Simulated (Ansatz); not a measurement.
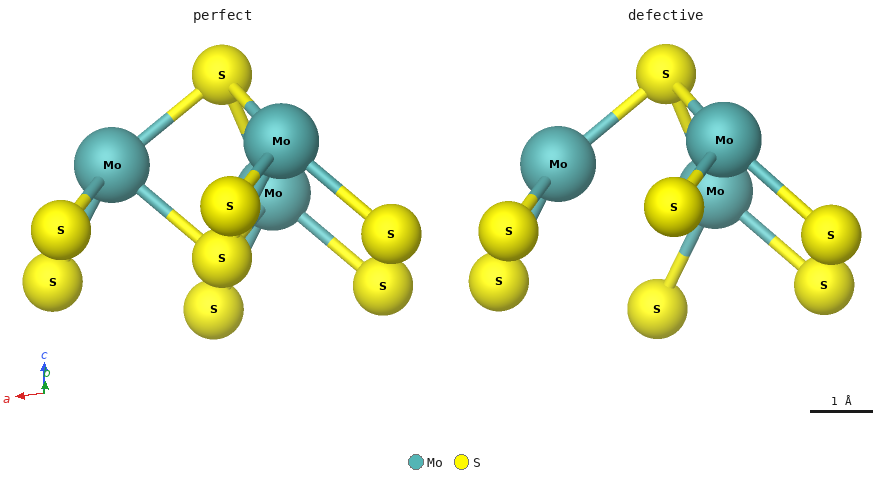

Left: perfect MoS₂. Right: the same region with one point defect, after relaxing the atoms in a supercell of 42 sites. Style: ball-and-stick. Shown: the atoms within 3.3 Å of one point, from a free direction.

Level of theory: DFT LDA, scalar-relativistic, plane waves, PAW (Ansatz). (plane-wave cutoff 420 eV; k-point mesh 2 × 2 × 2; occupations gaussian; smearing width 0.01 eV; collinear spin) The cell is small and the k-mesh coarse, so the numbers are rough. A uniform background neutralises the charged cell. The axes drawn are those of the host's conventional cell.

Question: What kind of defect was made?

Answer: A sulfur atom is taken out (a vacancy).

The charge state of the cell is −1.

Question: What does the relaxation do around it?

Answer: Around the empty S site the host had 3 Mo at 2.38 Å; after relaxation the nearest atoms are 3 Mo at 2.36 to 2.38 Å. Of the host's atoms, a sulfur atom moves furthest from its site, by 0.07 Å.
